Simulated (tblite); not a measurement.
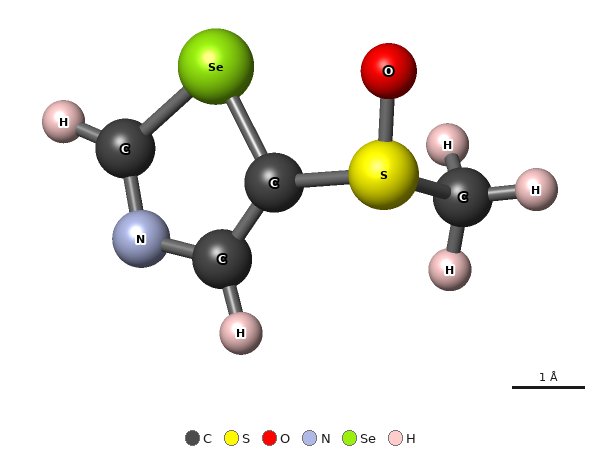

Fig. 1: The starting structure (ball-and-stick view, seen at a tilt).

**Run report: C4H5NOSSe, molecular dynamics**

The run: molecular dynamics of C4H5NOSSe. Method and program: GFN2-xTB Langevin dynamics, gas phase (tblite 0.8.0).

It belongs to a series of runs on one base structure; here: H on C replaced by SOCH3.

## Input
```
{"job": {"kind": "md", "xc": "GFN2-xTB", "basis": "xTB", "temperature": 200, "steps": 2000, "every": 50}, "charge": 0, "multiplicity": 1}
C     -2.126048     0.305222    -0.828120
S     -1.415460    -0.923605     0.358146
O     -1.355324    -2.195529    -0.368191
C      0.277918    -0.331283     0.172025
C      0.942688     0.723049     0.723587
N      2.240203     0.862853     0.376572
C      2.654999    -0.050036    -0.424338
Se     1.395930    -1.350422    -0.921539
H     -1.997829     1.297696    -0.411310
H     -3.180345     0.074935    -0.945528
H     -1.617719     0.212256    -1.782167
H      0.509218     1.441778     1.397786
H      3.667379    -0.066429    -0.785624
```

The first line tells a small driver script what to run in tblite; the rest is the geometry in Å.

Hardware: 1 CPU thread, shared host.

Run as:
```bash
OMP_NUM_THREADS=1 python <driver script> task.json out
```

## The program's output
```
t/fs     T/K      E/eV
    0.0   166.7   -665.81857
   25.0   133.5   -665.65066
   50.0   138.4   -665.54345
   75.0   169.8   -665.58888
  100.0   156.7   -665.59003
  125.0   129.7   -665.63768
  150.0   128.2   -665.60952
  175.0   192.4   -665.64206
  200.0   127.5   -665.56583
  225.0   162.3   -665.64555
  250.0   149.4   -665.57149
  275.0   183.4   -665.63575
  300.0   225.3   -665.63601
  325.0   197.6   -665.60234
  350.0   160.2   -665.58930
  375.0   199.2   -665.64505
  400.0   169.2   -665.58158
  425.0   153.4   -665.43586
  450.0   229.4   -665.59540
  475.0   206.1   -665.52464
  500.0   167.2   -665.48193
  525.0   214.5   -665.57886
  550.0   210.3   -665.50997
  575.0   223.0   -665.53131
  600.0   191.6   -665.43954
  625.0   227.6   -665.47935
  650.0    95.3   -665.39733
  675.0   228.9   -665.54006
  700.0   198.2   -665.45051
  725.0   283.2   -665.50040
  750.0   247.1   -665.49794
  775.0   236.3   -665.44405
  800.0   237.5   -665.48189
  825.0   251.7   -665.55148
  850.0   241.8   -665.54036
  875.0   202.1   -665.45359
  900.0   193.8   -665.43422
  925.0   234.1   -665.43549
  950.0   242.3   -665.52252
  975.0   198.2   -665.56431
 1000.0   229.3   -665.45935
```

## Trajectory as extended XYZ (Å, eV, eV/Å), 8 of the 41 frames kept, from step=0 to step=40
```
13
Properties=species:S:1:pos:R:3:forces:R:3 step=0 time_fs=0.0 energy=-665.81857 temperature=166.7
C    -2.1260    0.3052   -0.8281   -0.0028   0.0033  -0.0051
S    -1.4155   -0.9236    0.3581    0.0048  -0.0008   0.0033
O    -1.3553   -2.1955   -0.3682   -0.0020  -0.0001  -0.0015
C     0.2779   -0.3313    0.1720   -0.0043   0.0009   0.0072
C     0.9427    0.7230    0.7236   -0.0024   0.0033  -0.0044
N     2.2402    0.8629    0.3766    0.0005  -0.0022   0.0004
C     2.6550   -0.0500   -0.4243    0.0005  -0.0038   0.0021
Se    1.3959   -1.3504   -0.9215    0.0025   0.0009  -0.0021
H    -1.9978    1.2977   -0.4113   -0.0048  -0.0079  -0.0019
H    -3.1803    0.0749   -0.9455    0.0061   0.0061   0.0037
H    -1.6177    0.2123   -1.7822    0.0006  -0.0007   0.0003
H     0.5092    1.4418    1.3978    0.0014  -0.0023  -0.0012
H     3.6674   -0.0664   -0.7856   -0.0002   0.0032  -0.0009
13
Properties=species:S:1:pos:R:3:forces:R:3 step=6 time_fs=150.0 energy=-665.60952 temperature=128.2
C    -2.3338    0.4629   -0.3704   -0.8831   0.1244   0.0440
S    -1.4434   -0.9456    0.4405   -0.2030   0.7415   1.0600
O    -1.5545   -2.0854   -0.4342   -0.1441  -1.0310  -0.8040
C     0.2164   -0.3658    0.0779    0.6333  -0.0717  -0.0680
C     0.9183    0.7209    0.5273    0.0293  -0.9121  -0.5400
N     2.1857    0.8693    0.0897   -0.0926  -0.4256  -0.1146
C     2.5806   -0.1124   -0.6492   -0.4090   0.1917   0.3865
Se    1.3355   -1.5131   -0.9060   -0.0869   0.4501  -0.1794
H    -1.8904    1.3700    0.0540   -0.0573  -0.2017  -0.6254
H    -3.4257    0.4779   -0.0936    1.1108  -0.3208  -0.1989
H    -2.2540    0.3022   -1.4596    0.1338   0.4867   0.6356
H     0.4975    1.3505    1.2511   -0.2417   1.0686   0.5269
H     3.5607   -0.1120   -1.0726    0.2106  -0.1001  -0.1226
13
Properties=species:S:1:pos:R:3:forces:R:3 step=11 time_fs=275.0 energy=-665.63575 temperature=183.4
C    -2.2412    0.5129   -0.4650    0.1686  -1.2614   0.0117
S    -1.5067   -0.8906    0.5708   -0.6633   1.5330   0.4084
O    -1.8474   -2.0637   -0.1973    0.1149  -1.0142  -0.5482
C     0.1819   -0.4918    0.1234   -0.9409  -0.0844   0.1664
C     0.9429    0.5435    0.5621    0.0348   0.1701   0.3629
N     2.2208    0.5227    0.1648    0.6805  -1.3193  -1.1104
C     2.4929   -0.5186   -0.5976   -0.4529   1.3691   0.7324
Se    1.0522   -1.6645   -0.9811    0.6416  -0.0940  -0.0475
H    -2.0830    1.4581   -0.0199    0.3444   0.7259   0.2649
H    -3.2875    0.3009   -0.5428   -0.5878  -0.0900   0.1305
H    -1.8197    0.3795   -1.4488    0.2416   0.2991  -0.1613
H     0.5781    1.3352    1.2107    0.2158  -0.2310  -0.1916
H     3.4618   -0.6589   -1.0249    0.2025  -0.0029  -0.0181
13
Properties=species:S:1:pos:R:3:forces:R:3 step=17 time_fs=425.0 energy=-665.43586 temperature=153.4
C    -2.1845    0.6084   -0.1931    0.7482   0.0854   0.8788
S    -1.6793   -0.9873    0.6991    0.5319   3.3759   2.7326
O    -1.9555   -2.1182   -0.0805   -1.0207  -2.8336  -2.4292
C     0.0645   -0.7240    0.3185   -1.0202  -0.3386   0.3126
C     0.9642    0.1426    0.8225    0.5240   0.4373   0.4473
N     2.1576    0.1305    0.2060    0.6816  -0.4509  -0.6918
C     2.2609   -0.7452   -0.7369    0.0843   0.1666   0.3033
Se    0.7163   -1.8480   -1.0063    0.7182   0.5655  -0.1605
H    -1.8678    1.4902    0.4000   -0.6626  -0.7606   0.0039
H    -3.2004    0.5997   -0.5149   -0.6519   0.0435   0.3156
H    -1.5779    0.6414   -1.0471    0.7650  -0.0441  -1.4192
H     0.8762    0.7935    1.6913   -0.2803  -0.1648  -0.4570
H     3.1818   -0.8310   -1.3081   -0.4174  -0.0816   0.1634
13
Properties=species:S:1:pos:R:3:forces:R:3 step=23 time_fs=575.0 energy=-665.53131 temperature=223.0
C    -2.6129    0.3249    0.1163    0.8126   0.0897  -1.1963
S    -1.6360   -1.1588    0.7726   -0.6706   1.6567   1.7534
O    -1.9715   -2.2154   -0.1375   -0.0877  -1.2002  -1.1107
C     0.0007   -0.6633    0.2800    0.0963  -0.0240  -0.0090
C     0.8303    0.3685    0.6154   -0.0211   0.1030  -0.3593
N     2.0028    0.3905   -0.0574    0.0044   0.4584   0.2336
C     2.1674   -0.6078   -0.8367    0.4240  -0.0102  -0.4025
Se    0.8352   -1.8895   -0.8650   -0.4389  -0.0340  -0.1523
H    -2.1913    1.3218    0.2413    0.3812  -0.3187   0.3910
H    -3.5861    0.3336    0.5791   -0.2057  -0.3474  -0.1947
H    -2.6059    0.1431   -0.9867   -0.5122   0.0210   0.9117
H     0.6109    1.2210    1.2446   -0.0859  -0.2998  -0.0192
H     2.9767   -0.6407   -1.5409    0.3036  -0.0944   0.1544
13
Properties=species:S:1:pos:R:3:forces:R:3 step=29 time_fs=725.0 energy=-665.50040 temperature=283.2
C    -2.8071    0.1540    0.2024    0.0602   0.2012  -1.0498
S    -1.7118   -1.2040    0.8495    0.8689   1.8563   0.5776
O    -1.8959   -2.2993   -0.0588   -0.3506  -1.2753  -0.7888
C    -0.1007   -0.5396    0.1858    0.0393   0.0355  -0.5143
C     0.5433    0.6583    0.0280   -0.1408   0.7272   0.5967
N     1.7159    0.6875   -0.6526   -0.2630  -0.6308  -0.1762
C     2.0441   -0.4657   -1.1592   -1.4783   0.7811   1.3009
Se    0.8453   -1.8394   -0.7822   -0.1141  -0.4263   0.0414
H    -2.5114    1.1847    0.3601    0.2294  -0.1427   0.7744
H    -3.7948   -0.0463    0.6042    0.0108   0.0945  -0.0695
H    -2.8107    0.0952   -0.8972   -0.1944  -0.4975   0.3388
H     0.1966    1.6111    0.4634    0.2412  -0.6635  -0.2830
H     2.9452   -0.6426   -1.6454    1.0915  -0.0596  -0.7483
13
Properties=species:S:1:pos:R:3:forces:R:3 step=34 time_fs=850.0 energy=-665.54036 temperature=241.8
C    -2.7703   -0.0777   -0.1413   -1.3136  -0.4196   1.9890
S    -1.7216   -1.0812    1.0356   -0.2429   2.3641   0.7283
O    -1.9681   -2.4276    0.6468    0.1497  -2.2530  -0.6390
C    -0.1905   -0.5638    0.2174   -0.3863   0.1517   0.1283
C     0.3311    0.6898    0.0278    0.6243  -0.5932  -0.5593
N     1.4313    0.7096   -0.7776   -0.0652  -0.3676  -0.2623
C     1.7604   -0.4373   -1.2619   -0.5537   0.1448   0.9066
Se    0.7278   -1.9177   -0.6704    0.0887   0.4515  -0.1330
H    -2.7222    0.9318    0.2687   -0.1000  -0.1057  -0.5836
H    -3.8092   -0.5092   -0.0112    1.1214   0.6083  -0.2736
H    -2.4061   -0.2348   -1.1147    0.2274   0.1639  -0.9974
H    -0.0160    1.6492    0.3847   -0.0634  -0.3706   0.1044
H     2.6001   -0.6351   -1.8722    0.5135   0.2255  -0.4083
13
Properties=species:S:1:pos:R:3:forces:R:3 step=40 time_fs=1000.0 energy=-665.45935 temperature=229.3
C    -3.0706   -0.5510   -0.2893    0.3704  -0.4884  -0.4599
S    -1.9184   -1.1295    1.0210    1.0366   0.7751   0.5586
O    -1.8823   -2.5819    1.0843   -0.2857  -0.3950  -0.3541
C    -0.3831   -0.7121    0.0842   -0.5804  -0.2572   0.4611
C     0.1397    0.5457    0.0135    0.9542  -0.3955   0.3323
N     1.4005    0.5833   -0.5613   -0.8044  -0.1587   0.6479
C     1.8674   -0.5820   -0.8272   -0.2963   0.4677  -0.5474
Se    0.7778   -2.0964   -0.5527   -0.6296   1.0985   0.4185
H    -2.7669    0.4740   -0.5859   -0.5796  -0.8079   0.3078
H    -4.0790   -0.6952    0.0985    0.1367   0.5008  -0.1527
H    -2.9049   -1.2801   -1.0845   -0.1888   0.3542  -0.2473
H    -0.2955    1.4080    0.5658    0.4832  -0.6732  -0.9940
H     2.7766   -0.6808   -1.3792    0.3836  -0.0204   0.0292
```

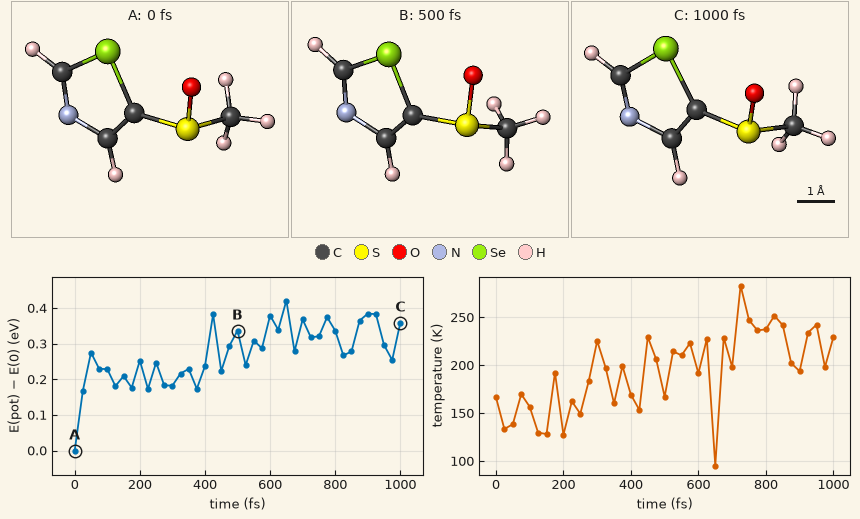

Fig. 2: Frames of the molecular dynamics (ball-and-stick, seen at a tilt) above the curves, on which the letters mark them. The trajectory kept here has 41 frames over 1000 fs. The temperature starts at 167 K, ranges from 95 to 283 K and averages 217 K over the second half. The potential energy ends 0.359 eV above its first value. After an unweighted best fit of the last frame on the first, the root-mean-square displacement is 0.18 Å, and H11 has moved furthest (0.29 Å).

## Results in brief

| quantity | value |
| --- | --- |
| outcome | finished |
| mean temperature over the second half | 217 K |
| trajectory | 41 frames kept, 1000 fs |
| wall time | 14 s |
| peak memory | 0.18 GiB |
